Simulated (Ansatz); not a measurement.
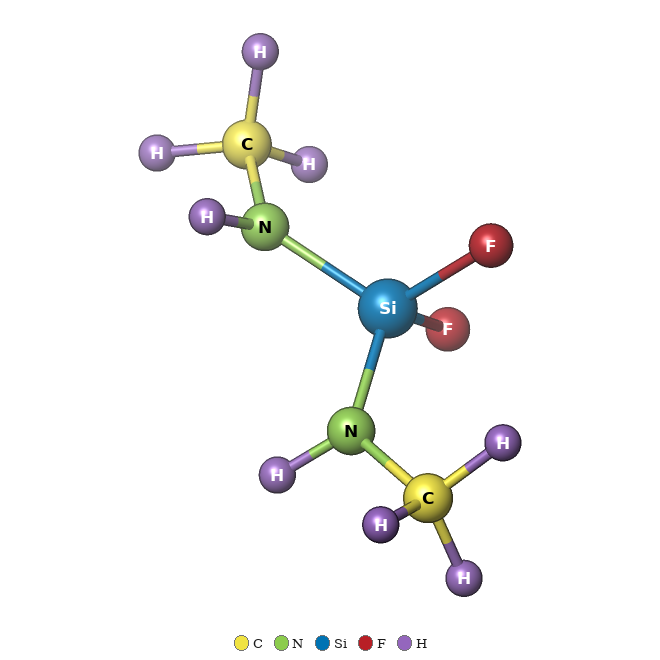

Depth is shown by fading: the farther an atom, the more it takes the colour of the background. Computed geometry: PBE0-D4/def2-TZVP optimisation.

Which symmetry elements does this geometry have?

Answer. It has 1 C2 axis, so the point group is C2. The group has 2 operations. The geometry is chiral, and symmetry allows a dipole moment.
